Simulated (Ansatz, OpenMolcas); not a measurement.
## A ladder of methods for C2F4O (SMILES O=C(F)C(F)(F)F)

C2F4O, singlet, SMILES `O=C(F)C(F)(F)F`. Each level relaxes the structure for itself.

Each level gives the zero-point energy at each level's own minimum (kJ/mol). The values are calculated.

| level | kind | program | value (kJ/mol) |
| --- | --- | --- | --- |
| HF/STO-3G | Hartree–Fock | Ansatz | 75.0 |
| HF/3-21G | Hartree–Fock | OpenMolcas | 75.2 |
| HF/6-31G* (Cartesian functions) | Hartree–Fock | Ansatz | 77.6 |
| PBE/def2-SVP | GGA | Ansatz | 67.3 |
| B3LYP/6-31G* (Cartesian functions) | global hybrid | Ansatz | 69.1 |
| PBE0-D4/def2-TZVP | global hybrid | Ansatz | 70.0 |
| MP2/6-31G* (Cartesian functions) | perturbation theory | Ansatz | 70.0 |

Harmonic and unscaled. The values span 67.3 to 77.6 kJ/mol.

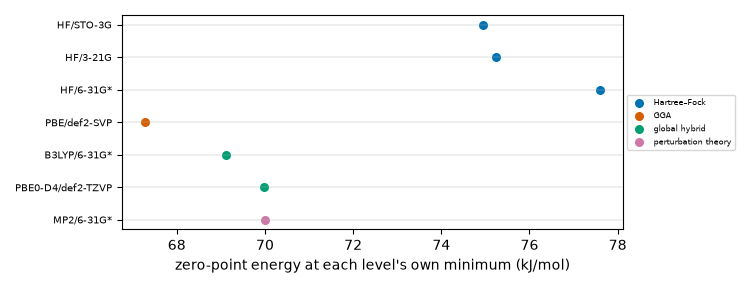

The values of the table, level by level.
